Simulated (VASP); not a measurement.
Band structure of Pt3Ti (L1_2). Computed with optB86b-vdW, VASP's PBE PAW potentials (set 64) (plane waves; VASP 6.6.1).

Unless said otherwise, spin-orbit coupling is left out, though it shifts the bands of the heavy elements here.

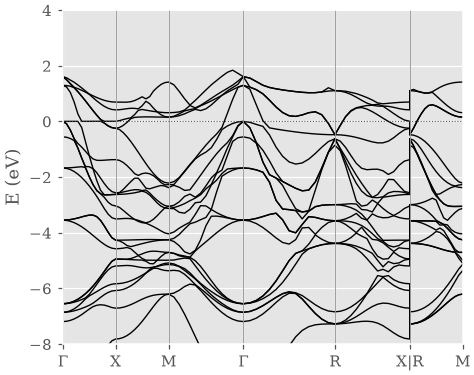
Figure. Bands along high-symmetry lines, zero at the valence-band maximum or, without a gap, the Fermi level

### Question
Read the plot: is there a gap, and where are the band edges?

### Answer
It has no gap at this level: it comes out as a metal or semimetal. (Edges off the drawn lines would not show.)

The compound is Pt3Ti in the L1_2 structure. It was relaxed first.
